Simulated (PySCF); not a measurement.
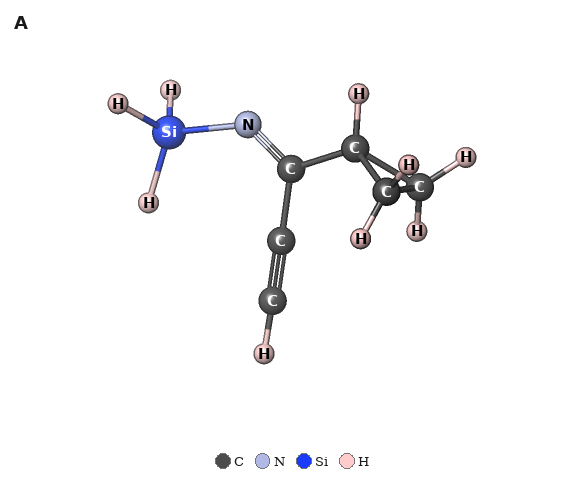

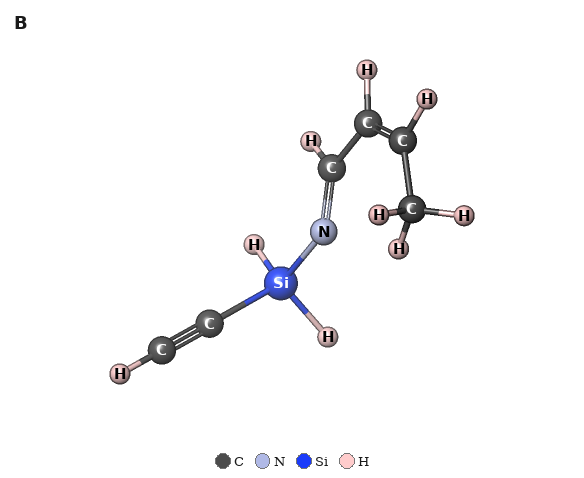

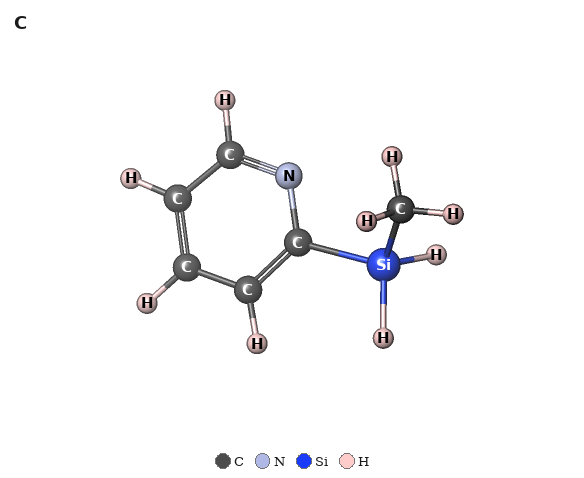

3 stationary structures of one formula. Geometries: PBE0-D3(BJ)/def2-SVP. Electronic energies: PBE0-D3(BJ)/def2-SVP (PySCF 2.14.0), without zero-point energy. No frequency run is at hand to confirm each as a minimum. Each is one conformer, not always the lowest.

**How are they related?**

They are constitutional isomers of C6H9NSi: A `C#C/C(=N\[SiH3])C1CC1`, B `C#C[SiH2]/N=C/C=C\C`, C `C[SiH2]c1ccccn1`.

**Which is lowest in energy, and by how much?**

C is lowest; B lies 266.1 kJ/mol above it, A lies 309.4 kJ/mol above it.
